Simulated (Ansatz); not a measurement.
The parent structure is SrTiO3 in the cubic perovskite structure (space group Pm-3m, No. 221; a = 3.8542 Å). Axes: x, y, z lie along the cube axes.

One thing is altered: uniaxial strain ε_zz = −0.60 %, all other strain components held at zero; the atoms relax in the strained cell.

The values are results of LDA (Ansatz, a first-principles code), scalar-relativistic without spin-orbit coupling, not measurements.

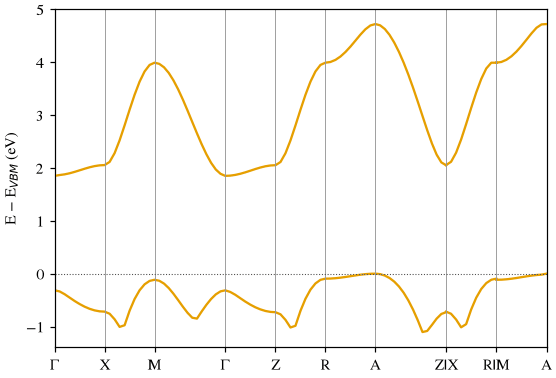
Highest valence and lowest conduction band along the path of the changed cell's own zone

### Question
Read the changed gap and its character from the plot.

### Answer
About 1.8 eV, indirect, A → Γ.

Stability against distortions was not tested. The final runs are not spin-polarised. Many cubic perovskites are stable only at high temperature; tilts and polar distortions were not tested. k-point labels follow each cell's own Brillouin zone.
